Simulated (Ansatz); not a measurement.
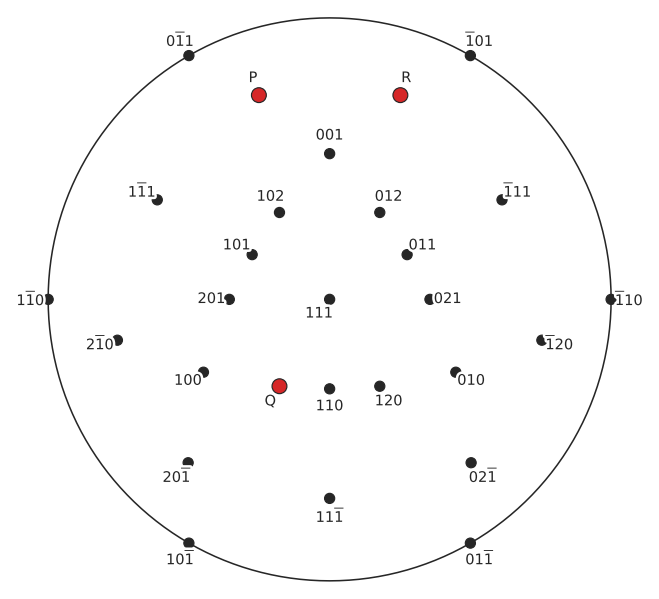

Crystal: Si, the input geometry of an electronic-structure calculation (not necessarily at equilibrium). Stereographic projection of plane normals (upper hemisphere) centred on (1 1 1). Symmetry computed with spglib at a tolerance of 0.002 Å; standard conventional cell.

a = 5.443 Å, b = 5.443 Å, c = 5.443 Å, α = 90.00°, β = 90.00°, γ = 90.00°.

**Index the poles marked P, Q, R.**

P is (0 −1 2), 75.0° from the centre; Q is (2 1 0), 39.2° from the centre; R is (−1 0 2), 75.0° from the centre.

**What is the angle between the normals of (1 −1 0) and (1 0 0), and what are their d_hkl = 1/|g|?**

45.0°; d = 3.849 Å and 5.443 Å.
